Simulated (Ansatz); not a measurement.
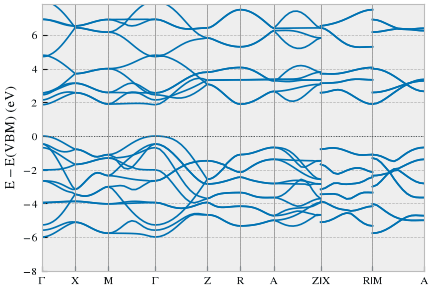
Figure. Band structure from LDA in the plane-wave PAW code Ansatz

Problem. Read off the gap and where the band edges lie.

Solution. About 1.9 eV (1.86 eV by a search for the band edges); maximum at Γ, minimum at Γ.

The material is TiO2 (rutile, P4_2/mnm).

The LDA relaxation kept the symmetry of its start; phonons on a q-mesh show weakly imaginary modes. The run is not spin-polarised.

Potentials: the later of the program's two PAW sets.
